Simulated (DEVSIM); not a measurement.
System: Pd/SiON/SiO2/p-Si capacitor, at 250 K.

```csv
layer (left to right),material,thickness (nm),Na (cm⁻³)
1,SiON,5.20,-
2,SiO2,1.20,-
3,Si,12000,2.3e15
```

Metal gate on the left, work function 5.2 eV. Fixed charge at the semiconductor interface 1.4e12 cm⁻² (in units of +e); no interface traps.

The device is made up for the run: typed textbook-type constants, with dimensions and the other settings drawn at random. Values at 300 K; Nc and Nv go as T^1.5, mobilities as T to minus their exponent, the gap by Varshni's rule with the affinity fixed.

```csv
parameter,SiON,SiO2,Si
gap (eV),7,9,1.124
affinity (eV),1.4,0.9,4.05
permittivity,5.5,3.9,11.7
Nc (cm⁻³),-,-,2.86e19
Nv (cm⁻³),-,-,3.1e19
Varshni α (eV/K),-,-,0.000473
Varshni β (K),-,-,636
```

Simulated with DEVSIM: 1D Poisson equation in equilibrium, Boltzmann statistics, complete ionisation; no quantum confinement or tunnelling. Metal contacts follow the ideal Schottky-Mott rule: no Fermi-level pinning, no interface dipoles.

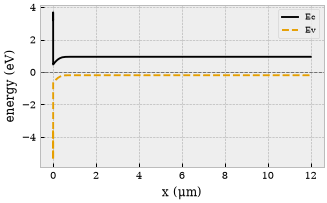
Figure: Band edges at 0.4 V on the gate

Energies count from the Fermi level of the right contact; mesh points crowd at the junctions.

| x (μm) | Ec (eV) | Ev (eV) | n (cm⁻³) | p (cm⁻³) | field (V/cm) |
|---|---|---|---|---|---|
| 0.000 | 3.400 | -3.600 | < 1e2 | < 1e2 | -420000 |
| 0.001452 | 3.339 | -3.661 | < 1e2 | < 1e2 | -420000 |
| 0.003471 | 3.253 | -3.747 | < 1e2 | < 1e2 | -420000 |
| 0.005034 | 3.187 | -3.813 | < 1e2 | < 1e2 | -420000 |
| 0.006064 | 3.629 | -5.371 | < 1e2 | < 1e2 | -600000 |
| 0.007304 | 0.461 | -0.675 | 1.1e10 | 580000 | 18000 |
| 0.01057 | 0.467 | -0.669 | 8.4e9 | 770000 | 18000 |
| 0.02393 | 0.491 | -0.646 | 2.8e9 | 2300000 | 17000 |
| 0.05352 | 0.540 | -0.596 | 2.8e8 | 2.3e7 | 16000 |
| 0.1258 | 0.649 | -0.487 | 1800000 | 3.6e9 | 14000 |
| 0.3167 | 0.847 | -0.289 | 180 | 3.6e13 | 7000 |
| 1.097 | 0.937 | -0.199 | < 1e2 | 2.3e15 | ≈ 0 |
| 2.731 | 0.937 | -0.199 | < 1e2 | 2.3e15 | ≈ 0 |
| 6.767 | 0.937 | -0.199 | < 1e2 | 2.3e15 | ≈ 0 |
| 10.51 | 0.937 | -0.199 | < 1e2 | 2.3e15 | ≈ 0 |
| 11.43 | 0.937 | -0.199 | < 1e2 | 2.3e15 | ≈ 0 |
| 11.78 | 0.937 | -0.199 | < 1e2 | 2.3e15 | ≈ 0 |
| 11.92 | 0.937 | -0.199 | < 1e2 | 2.3e15 | ≈ 0 |
| 11.98 | 0.937 | -0.199 | < 1e2 | 2.3e15 | ≈ 0 |
| 12.00 | 0.937 | -0.199 | < 1e2 | 2.3e15 | ≈ 0 |
| 12.00 | 0.937 | -0.199 | < 1e2 | 2.3e15 | ≈ 0 |
| 12.01 | 0.937 | -0.199 | < 1e2 | 2.3e15 | ≈ 0 |
